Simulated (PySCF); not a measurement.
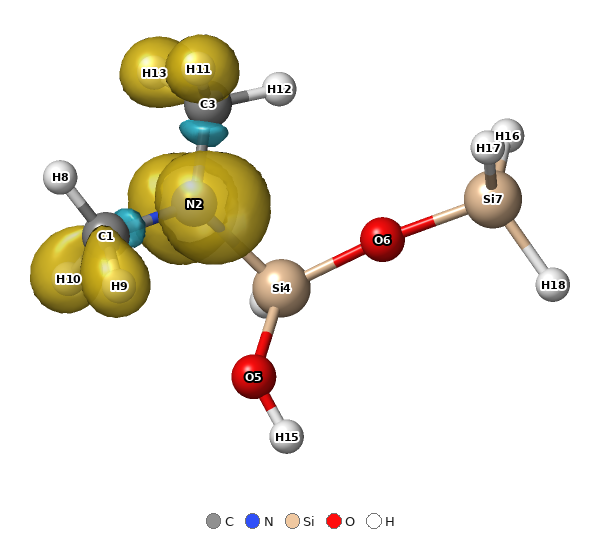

The picture shows: C₂H₁₁NO₂Si₂ (charge +1, doublet). Isosurfaces of the spin density (α minus β) at +0.03 (yellow) and −0.03 e/Å³ (cyan), seen across its widest extent.

Geometry: GFN2-xTB.

Theory: UKS B3LYP, pcH-1 on C H N O Si, non-relativistic, mean-field spin-orbit, GIAO in PySCF.

```xyz
18

C    -2.1357   -1.0708   -0.1687
N    -1.0910   -0.1265   -0.1462
C    -1.3743    1.1586    0.3544
Si    0.5063   -0.5414   -0.8435
O     0.4828   -2.1257   -0.6043
O     1.5676    0.2763    0.0168
Si    2.8000    1.0679    0.7884
H    -3.0425   -0.6986    0.3052
H    -1.7973   -1.9946    0.3140
H    -2.3537   -1.3707   -1.2006
H    -1.7570    1.0959    1.3813
H    -0.4820    1.7780    0.3363
H    -2.1712    1.6403   -0.2278
H     0.5018   -0.0992   -2.2226
H     1.1939   -2.7301   -0.8043
H     2.7829    2.4000    0.1864
H     2.3720    1.0766    2.1877
H     3.9885    0.2702    0.5158
```

Q: Which atoms carry the spin?

A: The unpaired spin (1 electron) lies mostly on N2 (about 0.6), in electrons by Hirshfeld's partition.
